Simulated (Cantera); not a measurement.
A closed system holds: 1 mol Si, 22 mol HBr, 5.9 mol N2, equilibrated at 1.40e-5 bar.

These are equilibrium values from Cantera (NASA tables, ideal gas, pure condensed phases), not measurements of a reactor. Candidate condensed phases: Br2, Si, Si3N4; 28 gas species. The tables' values for SiBr3, SiBr are old estimates; treat these amounts as uncertain. Rates play no part.

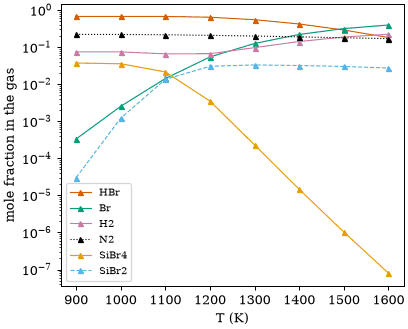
Fig. 1. Equilibrium gas composition (values under 1e-9 drawn at 1e-9)

Task: Read off the mole fractions at 1200 K.

Result: HBr about 0.64, N2 about 0.21, H2 about 0.066, Br about 0.054, SiBr2 about 0.030, SiBr4 about 0.0035.
